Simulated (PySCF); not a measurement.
F$_{5}$LiO$_{4}$Si$_{2}$Ti

The calculation's input:

```
{"job": {"kind": "inter", "xc": "PBE0", "basis": "def2-SVP", "disp": "d3bj", "pairs": false}, "charge": 0, "multiplicity": 1, "parts": [{"atoms": "0-11", "charge": -1, "multiplicity": 1}, {"atoms": "12-12", "charge": 1, "multiplicity": 1}]}
F     -1.577064     1.932632    -0.228713
Si    -0.876185    -1.203638     0.441972
F     -2.071075    -1.973279    -0.249836
O     -0.051592    -0.267911    -0.777133
Si     1.391805    -0.932671    -0.057918
F      2.331608    -1.446382    -1.220122
F      1.027362     2.244124    -0.802525
O      0.478608    -2.117710     0.624034
Ti    -0.029559     1.372674     0.209207
F      0.272498     1.927983     1.881280
O      1.761376     0.148682     1.002898
O     -1.005116    -0.182228     1.612908
Li     0.538954     0.212179     2.161356
```

Run with:

```sh
OMP_NUM_THREADS=1 python cluster_run.py task.json out
```

Geometry: GFN2-xTB.

The calculation used PySCF, PBE0-D3(BJ)/def2-SVP, SCF density, gas phase.

What will maps of the electron density and electron localisation function show?

Si–O (1.56 Å): the density is about 1.4 e/Å³ at the midpoint; the ELF peaks at about 0.85 between the atoms.
Si–F (1.58 Å): ρ at the midpoint is about 1.1 e/Å³; the ELF peaks at about 0.85 in the valence shell of F, 0.6 Å from its nucleus, and is about 0.50 at the midpoint.

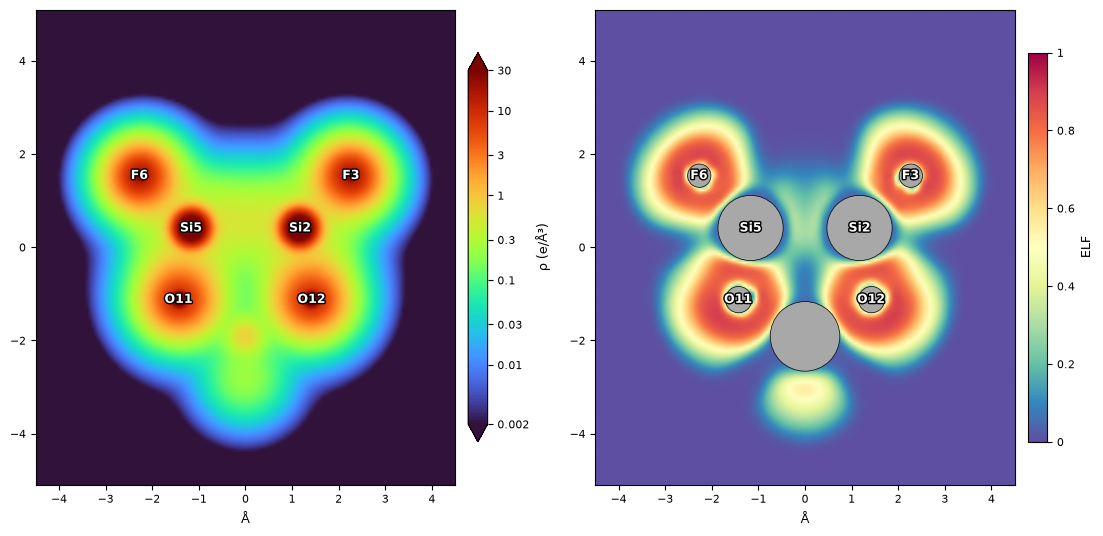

Computed electron density and electron localisation function on the plane of atoms Si5, Si2 and O12, in this order. Grey discs cover the atomic cores in the ELF map. 
